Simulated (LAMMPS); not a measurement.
Simulation of Ni (fcc), 256 atoms, at 1040 K and 0 GPa, heated as the crystal.

All values are model results, not measurements: MD with a machine-learned potential, pair style snap, file Ni_Zuo_JPCA2020.snap (LAMMPS).

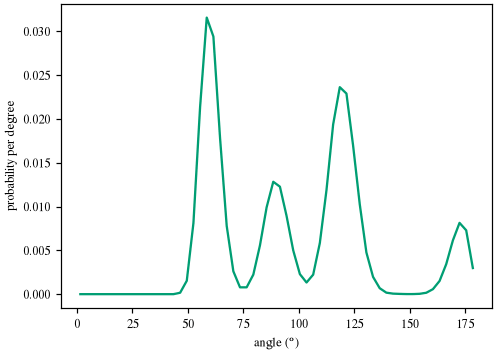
Fig. 1. Probability per degree against angle (°)

The data show:
- state found: crystal; no diffusion seen in 15 ps
- most common Ni-Ni-Ni angle: in the 3° bin centred on 58.5° (mean of all 97°)
